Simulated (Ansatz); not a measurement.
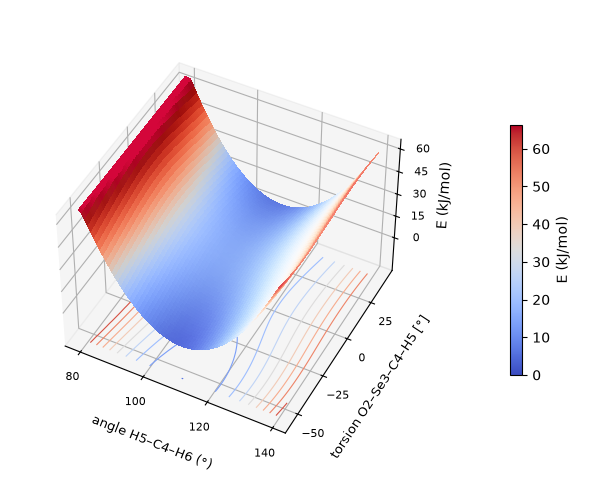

Energy landscape of CH3LiOSe, SMILES [Li][O][Se]C. Two internal coordinates are moved rigidly from the geometry relaxed at PBE0-D4/def2-TZVP, all others fixed. The first coordinate is: angle H5–C4–H6; the second: torsion O2–Se3–C4–H5. The grid has 7 × 5 points. Points are written as (first, second). Energies: kJ/mol, counted from the lowest grid point. These are results of RKS r2SCAN-D4/def2-TZVPP (Ansatz), not measurements.

The picture shows a relief with its contours projected below, any walls above the top of the colour scale cut off. Between grid points the surface is interpolated. 

What does the map say about the system?

Answer. The lowest grid point is at (109.5°, −55°). It lies at the edge of the scanned range, so the true minimum may lie outside. The energy also falls towards the edge at (109.5°, 41°) (3.0 kJ/mol above the lowest), where a further well may lie outside the range. The highest grid point, (79.5°, −7°), lies 81 kJ/mol above the lowest.

The input of one point:

```yaml
crystal:
  periodic: [false, false, false]
  atoms:
    - {symbol: Li, position_ang: [-2.074101, 1.954641, -1.349340]}
    - {symbol: O, position_ang: [-0.876929, 0.912570, -1.166057]}
    - {symbol: Se, position_ang: [0.455539, -0.211171, -1.218341]}
    - {symbol: C, position_ang: [0.595229, -0.602384, 0.673907]}
    - {symbol: H, position_ang: [0.715984, 0.322359, 1.239072]}
    - {symbol: H, position_ang: [1.478198, -1.231015, 0.810232]}
    - {symbol: H, position_ang: [-0.290882, -1.141088, 1.011152]}
basis:
  gaussian: {orbitals: def2-TZVPP}
hamiltonian: {xc: r2scan, dispersion: d4}
output: {forces: true}
```
